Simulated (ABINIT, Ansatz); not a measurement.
**How the form of the self-energy moves the gap of NaLiICl (P4/mmm)**

Wanted: the gap of NaLiICl (P4/mmm) under several approximations, with cost.

Calculated with ABINIT 10.8.3; LDA and many-body steps on it, plane waves.

## 1. The starting structure

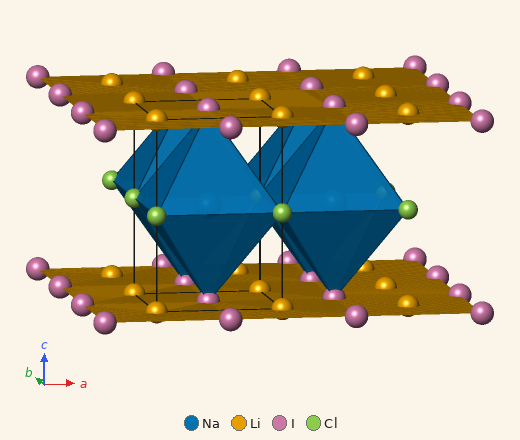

The starting structure, seen slightly off an axis (sodium blue, lithium orange, iodine pink, chlorine green). 2×2×1 cells are drawn. Some periodic images of atoms are drawn too.

Coordinates:

```cif
data_structure
_symmetry_space_group_name_H-M 'P4/mmm'
_symmetry_Int_Tables_number 123
_cell_length_a 4.0916
_cell_length_b 4.0916
_cell_length_c 6.2153
_cell_angle_alpha 90.000
_cell_angle_beta 90.000
_cell_angle_gamma 90.000
_cell_volume 104.05
loop_
_atom_site_label
_atom_site_type_symbol
_atom_site_symmetry_multiplicity
_atom_site_Wyckoff_symbol
_atom_site_fract_x
_atom_site_fract_y
_atom_site_fract_z
_atom_site_occupancy
Na1 Na 1 d 0.50000 0.50000 0.50000 1
Li1 Li 1 a 0.00000 0.00000 0.00000 1
I1 I 1 c 0.50000 0.50000 0.00000 1
Cl1 Cl 1 b 0.00000 0.00000 0.50000 1
```

The cell and positions are those that the Materials Project relaxed with its own functionals (PBE, PBE+U or r2SCAN), kept fixed. Spin-orbit coupling is left out unless a step names it.

## 2. Empty states on the mesh, 2×2×2 mesh, 200 bands

This step: ABINIT 10.8.3; DFT, LDA, plane waves, norm-conserving pseudopotentials.

The sums over transitions need many empty states on a uniform mesh; this step solves for them.

run.abi reads:

```
acell 3*1.0 Angstrom
rprim 
  4.091636000000 0.000000000000 0.000000000000
  0.000000000000 4.091636000000 0.000000000000
  0.000000000000 0.000000000000 6.215344000000
ntypat 4
znucl 11 3 53 17
natom 4
typat 1 2 3 4
xred 
  0.500000000000 0.500000000000 0.500000000000
  0.000000000000 0.000000000000 0.000000000000
  0.500000000000 0.500000000000 0.000000000000
  0.000000000000 0.000000000000 0.500000000000
pp_dirpath "pseudos"
pseudos "Na.upf, Li.upf, I.upf, Cl.upf"
ecut 38
ngkpt 2 2 2
nshiftk 1
shiftk 0 0 0
kptopt 1
chksymbreak 0
iscf -2
irdden 1
istwfk *1
nband 200
nbdbuf 18
tolwfr 1e-09
nstep 60
prtvol 0
indata_prefix "in"
outdata_prefix "out"
tmpdata_prefix "tmp"
```

Started as:

```
$ OMP_NUM_THREADS=1 mpirun -n 4 abinit run.abi > log
```

Numbers of over 12 decimals in the logs are rounded to 6 here.

The log of the run:

```text
.Version 10.8.3 of ABINIT. v10.8.2 released Aug 2026.

 Symmetries : space group P4/m m m (#123); Bravais tP (primitive tetrag.)
[... echo of the input left out ...]
== DATASET  1 ==================================================================
-   mpi_nproc: 4, omp_nthreads: 1 (-1 if OMP is not activated)

--- !DatasetInfo
iteration_state: {dtset: 1, }
dimensions: {natom: 4, nkpt: 6, mband: 200, nsppol: 1, nspinor: 1, nspden: 1, mpw: 7872, }
cutoff_energies: {ecut:  38.0, pawecutdg:  -1.0, }
[...]
2.82530    2.82666    2.82666    2.83284    2.84964    2.88069    2.90061    2.90062
   2.94127    2.94206    2.95806    2.95872    2.96598    2.97173    2.97694    2.98685
 prteigrs : prtvol=0 or 1, do not print more k-points.

== END DATASET(S) ==============================================================
================================================================================

 -outvars: echo values of variables after computation  --------
            nband         200
             nkpt           6
          spgroup         123
 [... the other variables as echoed above ...]

 Calculation completed.
```

It took 3.4 min on 4 MPI ranks of Arm Neoverse N1, shared host; peak memory 0.51 GiB.

Numbers from this step:

| Property | Result |
| --- | --- |
| gap | 3.850 eV |
| k of the valence top | 0.5, 0, 0.5 |
| k of the conduction bottom | 0, 0, 0 |
| least direct gap | 4.142 eV |
| k points computed | 6 |
| lowest point of the top converged band, above the valence top | 74.6441 eV |

On this mesh the gap is 3.850 eV.

The density comes from a self-consistent run that is not shown.

## 3. Screening, 2×2×2 mesh, 81 bands, screening to 114.3 eV

The RPA dielectric matrix is built and inverted for each q.

This step: RPA screening on LDA, plane waves, norm-conserving pseudopotentials.

run.abi: that of step 2 with these lines changed.

```diff
@@ -22,10 +22,11 @@
 chksymbreak 0
-iscf -2
-irdden 1
 istwfk *1
-nband 200
-nbdbuf 18
-tolwfr 1e-09
-nstep 60
-prtvol 0
+occopt 1
+irdwfk 1
+optdriver 3
+nband 81
+ecuteps 4.2
+inclvkb 2
+awtr 1
+symchi 1
 indata_prefix "in"
```

The log of the run:

```text
.Version 10.8.3 of ABINIT. v10.8.2 released Aug 2026.

 Symmetries : space group P4/m m m (#123); Bravais tP (primitive tetrag.)
[... echo of the input left out ...]
== DATASET  1 ==================================================================
-   mpi_nproc: 4, omp_nthreads: 1 (-1 if OMP is not activated)

--- !DatasetInfo
iteration_state: {dtset: 1, }
dimensions: {natom: 4, nkpt: 6, mband: 81, nsppol: 1, nspinor: 1, nspden: 1, mpw: 7872, }
cutoff_energies: {ecut:  38.0, pawecutdg:  -1.0, }
electrons: {nelect:   2.60000000E+01, charge:   0.00000000E+00, occopt:   1.00000000E+00, tsmear:   1.00000000E-02, }

 SCREENING: Calculation of the susceptibility and dielectric matrices

 Based on a program developped by R.W. Godby, V. Olevano, G. Onida, and L. Reining.
 Incorporated in ABINIT by V. Olevano, G.-M. Rignanese, and M. Torrent.
.Using double precision arithmetic ; gwpc =  8

[... cell and pseudopotentials left out ...]
--------------------------------------------------------------------------------

 ==== K-mesh for the wavefunctions ====
 Number of points in the irreducible wedge :     6
[... list of points left out ...]
 Together with 16 symmetry operations and time-reversal symmetry
 yields     8 points in the full Brillouin Zone.

 ==== Q-mesh for the screening function ====
 Number of points in the irreducible wedge :     6
[... list of points left out ...]
 Together with 16 symmetry operations and time-reversal symmetry
 yields     8 points in the full Brillouin Zone.

 setmesh: FFT mesh size selected  =    30x   30x   45
          total number of points  =        40500

 vcoul_init : cutoff-mode = AUXILIARY_FUNCTION
 q-points for optical limit:   1
     1)      0.000010    0.000020    0.000030

- screening: taking advantage of time-reversal symmetry
- Maximum band index for partially occupied states nbvw = 13
- Remaining bands to be divided among processors   nbcw = 68
- Number of bands treated by each node ~17

 Number of electrons calculated from density =   26.0000; Expected =   26.0000
 average of density, n =  0.037027
 r_s =    1.8612
 omega_plasma =   18.5616 [eV]

 calculating chi0 at frequencies [eV] :
  1    0.000000E+00    0.000000E+00
  2    0.000000E+00    1.856156E+01

--------------------------------------------------------------------------------
  q-point number  1        q = ( 0.000000, 0.000000, 0.000000) [r.l.u.]
--------------------------------------------------------------------------------
[... chi0 elements left out ...]
 For q-point:  0.000010 0.000020 0.000030
  dielectric constant =   3.8949
  dielectric constant without local fields =   4.6211

  Average fulfillment of the sum rule on Im[epsilon] for q-point    1 :     55.13  [%]
[... wings left out ...]
  q-point number  2        q = ( 0.500000, 0.000000, 0.000000) [r.l.u.]
--------------------------------------------------------------------------------
[... chi0 elements left out ...]
  Average fulfillment of the sum rule on Im[epsilon] for q-point    2 :     59.66  [%]

 [... 4 further q-points ...]
```

Elapsed: 24 s, on 4 MPI ranks; peak memory 0.98 GiB.

This step gave:

```
ε∞ with local fields, on this mesh, along the program's q direction : 3.895
the same without local fields                                       : 4.621
plasma frequency                                                    : 18.56 eV
plane waves in the screening matrix                                 : 287
```

Local fields lower ε∞ by 16 %. On a Γ-centred mesh this coarse the value itself is usually too large, while a short band sum pulls it down.

## 4. G0W0, Godby-Needs plasmon pole

The self-energy is evaluated for the states that the input lists, and the levels follow from it, in one-shot runs by the linearised quasiparticle equation.

This step: G0W0 on LDA, plane waves, norm-conserving pseudopotentials.

run.abi: that of step 3 with these lines changed.

```diff
@@ -25,8 +25,17 @@
 irdwfk 1
-optdriver 3
+optdriver 4
 nband 81
+gwcalctyp 0
+ecutsigx 38
+symsigma 1
+nkptgw 2
+kptgw 
+  0.5000000000 0.0000000000 0.5000000000
+  0.0000000000 0.0000000000 0.0000000000
+bdgw 
+  12 15
+  12 15
 ecuteps 4.2
-inclvkb 2
-awtr 1
-symchi 1
+irdscr 1
+ppmodel 1
 indata_prefix "in"
```

The log of the run:

```text
.Version 10.8.3 of ABINIT. v10.8.2 released Aug 2026.

 Symmetries : space group P4/m m m (#123); Bravais tP (primitive tetrag.)
[... echo of the input left out ...]
== DATASET  1 ==================================================================
-   mpi_nproc: 4, omp_nthreads: 1 (-1 if OMP is not activated)

--- !DatasetInfo
iteration_state: {dtset: 1, }
dimensions: {natom: 4, nkpt: 6, mband: 81, nsppol: 1, nspinor: 1, nspden: 1, mpw: 7872, }
cutoff_energies: {ecut:  38.0, pawecutdg:  -1.0, }
electrons: {nelect:   2.60000000E+01, charge:   0.00000000E+00, occopt:   1.00000000E+00, tsmear:   1.00000000E-02, }

 SIGMA: Calculation of the GW corrections

 Based on a program developped by R.W. Godby, V. Olevano, G. Onida, and L. Reining.
 Incorporated in ABINIT by V. Olevano, G.-M. Rignanese, and M. Torrent.
.Using double precision arithmetic ; gwpc =  8

[... cell and pseudopotentials left out ...]
--------------------------------------------------------------------------------

 ==== K-mesh for the wavefunctions ====
 Number of points in the irreducible wedge :     6
[... list of points left out ...]
 Together with 16 symmetry operations and time-reversal symmetry
 yields     8 points in the full Brillouin Zone.

 ==== Q-mesh for screening function ====
 Number of points in the irreducible wedge :     6
[... list of points left out ...]
 Together with 16 symmetry operations and time-reversal symmetry
 yields     8 points in the full Brillouin Zone.

 vcoul_init : cutoff-mode = AUXILIARY_FUNCTION
 q-points for optical limit:   1
     1)      0.000010    0.000020    0.000030
 setmesh: FFT mesh size selected  =    45x   45x   72
          total number of points  =       145800

 Number of electrons calculated from density =   26.0000; Expected =   26.0000
 average of density, n =  0.037027
 r_s =    1.8612
 omega_plasma =   18.5616 [eV]

 === KS Band Gaps ===
  >>>> For spin  1
   Minimum direct gap =   4.1418 [eV], located at k-point      :   0.0000  0.0000  0.0000
   Fundamental gap    =   3.8495 [eV], Top of valence bands at :   0.5000  0.0000  0.5000
                                       Bottom of conduction at :   0.0000  0.0000  0.0000
 SIGMA fundamental parameters:
 PLASMON POLE MODEL  1
 number of plane-waves for SigmaX                 7837
 number of plane-waves for SigmaC and W            287
 number of plane-waves for wavefunctions          7837
 number of bands                                    81
 number of independent spin polarizations            1
 number of spinorial components                      1
 number of k-points in IBZ                           6
 number of q-points in IBZ                           6
 number of symmetry operations                      16
 number of k-points in BZ                            8
 number of q-points in BZ                            8
 number of frequencies for dSigma/dE                 9
 frequency step for dSigma/dE [eV]                0.25
 number of omega for Sigma on real axis              0
 max omega for Sigma on real axis  [eV]           0.00
 zcut for avoiding poles [eV]                     0.10

 EPSILON^-1 parameters (SCR file):
 dimension of the eps^-1 matrix on file            287
 dimension of the eps^-1 matrix used               287
 number of plane-waves for wavefunctions          7837
 number of bands                                    81
 number of q-points in IBZ                           6
 number of frequencies                               2
 number of real frequencies                          1
 number of imag frequencies                          1

 matrix elements of self-energy operator (all in [eV])

 Perturbative Calculation

--- !SelfEnergy_ee
iteration_state: {dtset: 1, }
kpoint     : [   0.500,    0.000,    0.500, ]
spin       : 1
KS_gap     :    4.587
QP_gap     :    6.577
Delta_QP_KS:    1.990
data: !SigmaeeData |
     Band     E0 <VxcDFT>   SigX SigC(E0)      Z dSigC/dE  Sig(E)    E-E0       E
       12  -0.494 -12.026 -15.122   1.980   0.805  -0.243 -12.924  -0.898  -1.392
       13   0.075 -11.444 -14.328   1.818   0.812  -0.231 -12.310  -0.867  -0.791
       14   4.662  -7.441  -3.202  -2.903   0.841  -0.189  -6.317   1.123   5.786
       15   5.396  -7.746  -3.089  -3.062   0.837  -0.194  -6.411   1.335   6.731

--- !SelfEnergy_ee
iteration_state: {dtset: 1, }
kpoint     : [   0.000,    0.000,    0.000, ]
spin       : 1
KS_gap     :    4.142
QP_gap     :    6.331
Delta_QP_KS:    2.189
data: !SigmaeeData |
     Band     E0 <VxcDFT>   SigX SigC(E0)      Z dSigC/dE  Sig(E)    E-E0       E
       12  -0.217 -11.873 -14.955   1.956   0.808  -0.238 -12.783  -0.910  -1.127
       13  -0.217 -11.873 -14.955   1.956   0.808  -0.238 -12.783  -0.910  -1.127
       14   3.925  -8.236  -3.756  -2.959   0.841  -0.188  -6.957   1.279   5.204
       15   5.327  -8.452  -3.776  -3.024   0.836  -0.196  -7.070   1.382   6.709

== END DATASET(S) ==============================================================
================================================================================

 -outvars: echo values of variables after computation  --------
           etotal      0.0000000000E+00
            nband          81
             nkpt           6
          spgroup         123
 [... the other variables as echoed above ...]

 Calculation completed.
```

Elapsed: 15 s, on 4 MPI ranks; peak memory 0.87 GiB; 59 s of CPU time.

Numbers from this step:

| Quantity | Value |
| --- | --- |
| G0W0 gap on the points computed | 5.995 eV |
| starting gap on the mesh | 3.850 eV |
| k of the valence top | 0.5, 0, 0.5 |
| k of the conduction bottom | 0, 0, 0 |
| Z at the valence top | 0.812 |
| Z at the conduction bottom | 0.841 |
| least direct G0W0 gap on the computed points | 6.331 eV |

The gap on the mesh goes from 3.85 eV to 6.00 eV, a correction of +2.15 eV.

## 5. G0W0, von der Linden-Horsch plasmon pole

run.abi: that of step 4 with these lines changed.

```diff
@@ -39,3 +39,3 @@
 irdscr 1
-ppmodel 1
+ppmodel 3
 indata_prefix "in"
```

The log of the run:

```text
.Version 10.8.3 of ABINIT. v10.8.2 released Aug 2026.

 Symmetries : space group P4/m m m (#123); Bravais tP (primitive tetrag.)
[... echo of the input left out ...]
== DATASET  1 ==================================================================
-   mpi_nproc: 4, omp_nthreads: 1 (-1 if OMP is not activated)

--- !DatasetInfo
iteration_state: {dtset: 1, }
dimensions: {natom: 4, nkpt: 6, mband: 81, nsppol: 1, nspinor: 1, nspden: 1, mpw: 7872, }
cutoff_energies: {ecut:  38.0, pawecutdg:  -1.0, }
electrons: {nelect:   2.60000000E+01, charge:   0.00000000E+00, occopt:   1.00000000E+00, tsmear:   1.00000000E-02, }

 SIGMA: Calculation of the GW corrections

 Based on a program developped by R.W. Godby, V. Olevano, G. Onida, and L. Reining.
 Incorporated in ABINIT by V. Olevano, G.-M. Rignanese, and M. Torrent.
.Using double precision arithmetic ; gwpc =  8

[... cell and pseudopotentials left out ...]
--------------------------------------------------------------------------------

 ==== K-mesh for the wavefunctions ====
 Number of points in the irreducible wedge :     6
[... list of points left out ...]
 Together with 16 symmetry operations and time-reversal symmetry
 yields     8 points in the full Brillouin Zone.

 ==== Q-mesh for screening function ====
 Number of points in the irreducible wedge :     6
[... list of points left out ...]
 Together with 16 symmetry operations and time-reversal symmetry
 yields     8 points in the full Brillouin Zone.

 vcoul_init : cutoff-mode = AUXILIARY_FUNCTION
 q-points for optical limit:   1
     1)      0.000010    0.000020    0.000030
 setmesh: FFT mesh size selected  =    45x   45x   72
          total number of points  =       145800

 Number of electrons calculated from density =   26.0000; Expected =   26.0000
[...]
number of omega for Sigma on real axis              0
 max omega for Sigma on real axis  [eV]           0.00
 zcut for avoiding poles [eV]                     0.10

 EPSILON^-1 parameters (SCR file):
 dimension of the eps^-1 matrix on file            287
 dimension of the eps^-1 matrix used               287
 number of plane-waves for wavefunctions          7837
 number of bands                                    81
 number of q-points in IBZ                           6
 number of frequencies                               2
 number of real frequencies                          1
 number of imag frequencies                          1

 matrix elements of self-energy operator (all in [eV])

 Perturbative Calculation

--- !SelfEnergy_ee
iteration_state: {dtset: 1, }
kpoint     : [   0.500,    0.000,    0.500, ]
spin       : 1
KS_gap     :    4.587
QP_gap     :    6.642
Delta_QP_KS:    2.055
data: !SigmaeeData |
     Band     E0 <VxcDFT>   SigX SigC(E0)      Z dSigC/dE  Sig(E)    E-E0       E
       12  -0.494 -12.026 -15.122   1.760   0.854  -0.172 -13.166  -1.140  -1.635
       13   0.075 -11.444 -14.328   1.610   0.857  -0.167 -12.536  -1.092  -1.017
       14   4.662  -7.441  -3.202  -3.148   0.882  -0.133  -6.478   0.962   5.625
[...]
--- !SelfEnergy_ee
iteration_state: {dtset: 1, }
kpoint     : [   0.000,    0.000,    0.000, ]
spin       : 1
KS_gap     :    4.142
QP_gap     :    6.426
Delta_QP_KS:    2.285
data: !SigmaeeData |
     Band     E0 <VxcDFT>   SigX SigC(E0)      Z dSigC/dE  Sig(E)    E-E0       E
[...]
14   3.925  -8.236  -3.756  -3.188   0.883  -0.133  -7.096   1.140   5.065
       15   5.327  -8.452  -3.776  -3.225   0.880  -0.136  -7.175   1.277   6.604

== END DATASET(S) ==============================================================
================================================================================

 -outvars: echo values of variables after computation  --------
           etotal      0.0000000000E+00
            nband          81
             nkpt           6
          spgroup         123
 [... the other variables as echoed above ...]

 Calculation completed.
```

It took 10 s on 4 MPI ranks; peak memory 0.8 GiB.

This step gave:

```yaml
g0w0_gap_on_the_points_computed: 6.082 eV
starting_gap_on_the_mesh: 3.850 eV
k_of_the_valence_top: 0.5, 0, 0.5
k_of_the_conduction_bottom: 0, 0, 0
z_at_the_valence_top: 0.857
z_at_the_conduction_bottom: 0.883
least_direct_g0w0_gap_on_the_computed_points: 6.427 eV
```

Against G0W0 in ABINIT (2×2×2 mesh, 81 bands, screening to 114.3 eV, Godby-Needs plasmon pole), the gap moves by +0.087 eV.

## 6. G0W0, Hybertsen-Louie plasmon pole

run.abi: that of step 5 with these lines changed.

```diff
@@ -39,3 +39,3 @@
 irdscr 1
-ppmodel 3
+ppmodel 2
 indata_prefix "in"
```

The log of the run:

```text
.Version 10.8.3 of ABINIT. v10.8.2 released Aug 2026.

 Symmetries : space group P4/m m m (#123); Bravais tP (primitive tetrag.)
[... echo of the input left out ...]
== DATASET  1 ==================================================================
-   mpi_nproc: 4, omp_nthreads: 1 (-1 if OMP is not activated)

--- !DatasetInfo
iteration_state: {dtset: 1, }
dimensions: {natom: 4, nkpt: 6, mband: 81, nsppol: 1, nspinor: 1, nspden: 1, mpw: 7872, }
cutoff_energies: {ecut:  38.0, pawecutdg:  -1.0, }
[...]
Band     E0 <VxcDFT>   SigX SigC(E0)      Z dSigC/dE  Sig(E)    E-E0       E
[...]
14   3.925  -8.236  -3.756  -3.420   0.873  -0.146  -7.311   0.925   4.850
       15   5.327  -8.452  -3.776  -3.591   0.869  -0.151  -7.510   0.943   6.269

== END DATASET(S) ==============================================================
================================================================================

 -outvars: echo values of variables after computation  --------
           etotal      0.0000000000E+00
            nband          81
             nkpt           6
          spgroup         123
 [... the other variables as echoed above ...]

 Calculation completed.
```

Elapsed: 15 s, on 4 MPI ranks; peak memory 0.85 GiB; 58 s of CPU time.

This step gave:

```yaml
g0w0_gap_on_the_points_computed: 5.753 eV
starting_gap_on_the_mesh: 3.850 eV
k_of_the_valence_top: 0.5, 0, 0.5
k_of_the_conduction_bottom: 0, 0, 0
least_direct_g0w0_gap_on_the_computed_points: 6.135 eV
```

Against G0W0 in ABINIT (2×2×2 mesh, 81 bands, screening to 114.3 eV, Godby-Needs plasmon pole), the gap moves by −0.242 eV.

(Part 1 of 2 ends here.)

[Paths, hosts, dates, memory and timing lines, banners, echoed tables and standing remarks are left out of the program output.]

[Logs are printed without paths, hosts, clocks, repeated set-up lines and the standing remarks that a program may print on its own settings, such as how far it seeks lower states.]

[Runs of the session that timed out or met a known fault of the program may be left out.]

[Hosts, paths, dates, database ids (printed as entryN), source tags and the programs' standing remarks are cut or masked in the printed files.]

[G0W0 gaps are taken among the corrected bands and points alone; a level outside them can change the order at an edge.]

[Where Ansatz stands beside ABINIT at settings called matched, ABINIT's density can come from a denser mesh and the files from another edition; pairs whose starting gaps differed by over 0.03 eV were left out, so agreement reads better than it is.]
